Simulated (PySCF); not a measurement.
**Run report: C3H8OSi, NMR shielding calculation**

System: C3H8OSi.
Method: GIAO PBE0/pcSseg-1 NMR shielding, non-relativistic, gas phase (PySCF 2.14.0).

The geometry comes from this level: PBE0-D3(BJ)/def2-SVP. Figures and captions count atoms from 1; the log counts them from 0 in places.

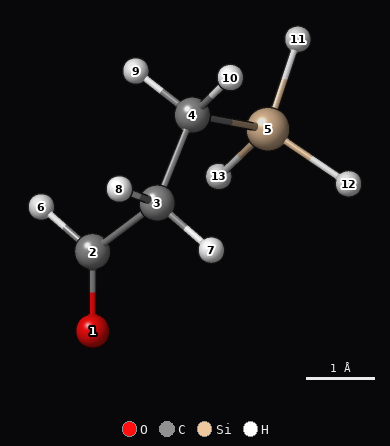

**Figure 1.** The structure as given in the input (ball-and-stick view, seen at a tilt; atoms are numbered from 1 in the order of the input).

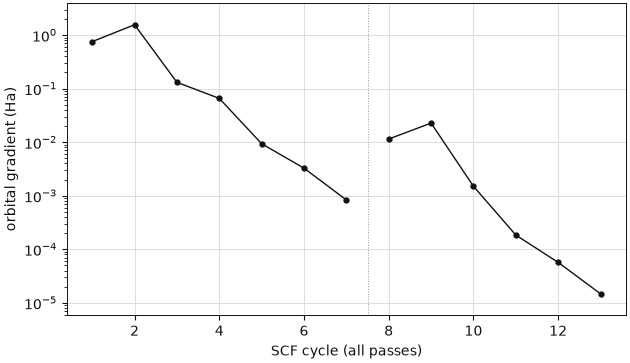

**Figure 2.** Convergence of the self-consistent field: orbital gradient against the SCF cycle. The dotted line marks the change from a coarse to the final integration grid. The first 7 cycles use a coarse grid, the final grid takes over at cycle 8, and the field converges after 13 cycles in all.

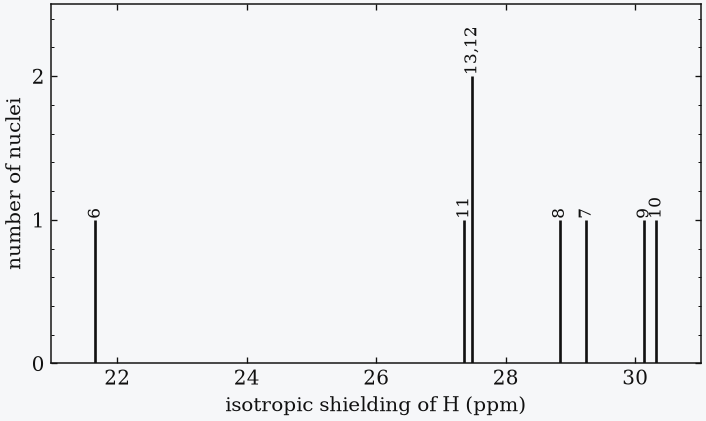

**Figure 3.** Isotropic shieldings of the hydrogen nuclei in this fixed geometry, labelled by atom number; shielding grows to the right, so chemical shift grows to the left. The least shielded is H6 (21.7 ppm), the most shielded H10 (30.3 ppm).

These pictures come from the run below.

Input file:
```
{"job": {"xc": "PBE0", "basis": "pcSseg-1", "kind": "nmr", "pop": false}, "charge": 0, "multiplicity": 1}
O      1.677077     1.902566     0.757248
C      1.443726     0.887826     0.160448
C      0.778913    -0.326939     0.752545
C     -0.268655    -0.953957    -0.169690
Si    -1.806541     0.111582    -0.456844
H      1.734927     0.776431    -0.920483
H      0.368002    -0.043648     1.734240
H      1.592180    -1.053322     0.943230
H      0.177935    -1.187698    -1.152591
H     -0.601345    -1.920141     0.243198
H     -2.751656    -0.597173    -1.372088
H     -2.492100     0.381321     0.844061
H     -1.423853     1.420018    -1.071972
```

The first line tells a small driver script what to run in PySCF; the rest is the geometry in Å.

Launch command:
```bash
OMP_NUM_THREADS=1 python <driver script> task.json out
```

Log:
```
coarse grid: 10928 points
cycle   1  E = -483.2913000318  dE =  3.580e-01  |g| = 7.546e-01  |ddm| = 3.043e+00
cycle   2  E = -482.9291313255  dE =  3.622e-01  |g| = 1.559e+00  |ddm| = 2.038e+00
cycle   3  E = -483.4032489428  dE = -4.741e-01  |g| = 1.312e-01  |ddm| = 1.569e+00
cycle   4  E = -483.4065545785  dE = -3.306e-03  |g| = 6.571e-02  |ddm| = 1.535e-01
cycle   5  E = -483.4076011596  dE = -1.047e-03  |g| = 9.352e-03  |ddm| = 5.939e-02
cycle   6  E = -483.4076187772  dE = -1.762e-05  |g| = 3.269e-03  |ddm| = 8.178e-03
cycle   7  E = -483.4076210042  dE = -2.227e-06  |g| = 8.345e-04  |ddm| = 3.846e-03
final grid: 99736 points
cycle   8  E = -483.4473081407  dE = -3.865e-06  |g| = 1.145e-02  |ddm| = 1.689e-02
cycle   9  E = -483.4472343889  dE =  7.375e-05  |g| = 2.271e-02  |ddm| = 2.253e-02
cycle  10  E = -483.4473335166  dE = -9.913e-05  |g| = 1.502e-03  |ddm| = 1.572e-02
cycle  11  E = -483.4473340116  dE = -4.950e-07  |g| = 1.842e-04  |ddm| = 1.264e-03
cycle  12  E = -483.4473340193  dE = -7.755e-09  |g| = 5.685e-05  |ddm| = 2.384e-04
cycle  13  E = -483.4473340200  dE = -7.215e-10  |g| = 1.473e-05  |ddm| = 5.821e-05
converged SCF energy = -483.4473340200

GIAO shielding tensors (ppm)
atom      isotropic    diamagn.    paramagn.     s11        s22        s33       span
  0 O     -383.086     397.097    -780.183  -1015.529   -467.735    334.005   1349.534
  1 C      -20.928     249.560    -270.488   -115.973    -30.505     83.694    199.667
  2 C      141.728     250.650    -108.922    120.985    135.149    169.049     48.064
  3 C      182.642     252.423     -69.781    173.409    184.007    190.511     17.102
  4 Si     417.167     879.428    -462.261    388.772    400.450    462.278     73.506
  5 H       21.662      28.908      -7.246     19.236     20.610     25.140      5.905
  6 H       29.244      31.391      -2.146     26.096     28.461     33.176      7.080
  7 H       28.833      29.396      -0.563     24.552     27.381     34.565     10.013
  8 H       30.138      31.205      -1.067     25.577     28.176     36.661     11.084
  9 H       30.324      30.355      -0.031     25.775     28.149     37.048     11.273
 10 H       27.354      28.204      -0.850     24.161     25.199     32.703      8.542
 11 H       27.480      28.701      -1.221     24.443     25.560     32.438      7.995
 12 H       27.476      28.779      -1.302     24.131     26.224     32.074      7.942
```

Results in brief:

- outcome: converged
- total energy: −483.447334 hartree
- HOMO: −7.46 eV
- LUMO: −0.80 eV
- dipole moment: 3.03 D
- isotropic shielding, O: −383.1 ppm
- isotropic shielding, C: −20.9 to 182.6 ppm
- isotropic shielding, Si: 417.2 ppm
- isotropic shielding, H: 21.7 to 30.3 ppm
- hardware: 1 CPU thread, shared host
- wall time: 6.7 s
- peak memory: 0.65 GiB
